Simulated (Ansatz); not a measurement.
Pulling on the Te1–H2 bond in CH4Te (SMILES C[TeH]) (multiplicity 1 held, fragments rigid). Energies count from the point at 1.663 Å.
Geometry at that point (charge 0, multiplicity 1):
```xyz
6

Te     0.01201     0.23528     0.23178
H     -0.34300     1.36480    -0.93638
C     -0.03052    -1.41898    -1.16613
H      0.73152    -1.27550    -1.92532
H     -1.01819    -1.49803    -1.60875
H      0.18817    -2.31182    -0.58509
```

Unrestricted levels (U-) break spin symmetry where that is lower. Active spaces are followed from a long bond inwards. Levels need not reach the same state.

Correlated levels freeze the cores. Filled d and f shells under p-block atoms count as core.

Run with Ansatz (Gaussian basis) for Hartree–Fock, density functionals and correlated methods.  In def2 rows elements past Kr take small-core potentials, without spin–orbit coupling.

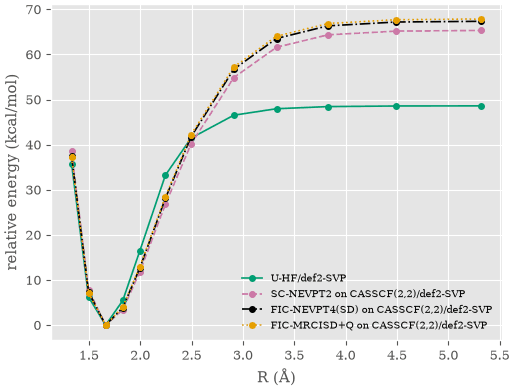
Figure: Relative energy along the coordinate

Problem. Read off the U-HF/def2-SVP curve at R = 2.245.

Solution. about 33 kcal/mol

Doubts at one or more of the structures used: a spin-contaminated determinant (U-HF/def2-SVP).

Ansatz is a quantum-chemistry and plane-wave program.
